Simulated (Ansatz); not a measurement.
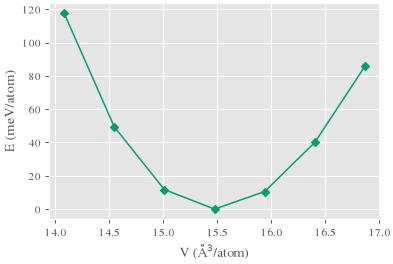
Fig. 1. NbRu (L1₀ or tetragonal B2, P4/mmm) under volume change, plane-wave PAW PBEsol (Ansatz code), shape and atoms relaxed at each volume.

Task: What does a third-order Birch–Murnaghan fit give for V₀, B₀ and B′?

Result: V₀ = 15.47 Å³/atom, B₀ = 255 GPa, B′ = 4.3.

The workflow started from a Materials Project entry (that database holds measured and hypothetical structures alike); the Crystallography Open Database files this formula in space group No. 123, but the cells were not matched. Whether it is the stable phase at ambient conditions was not checked. The PBEsol relaxation kept the symmetry of its start; of distortions, only those at the zone centre were tested. No spin polarisation was allowed.

Potentials: the later of the program's two PAW sets.
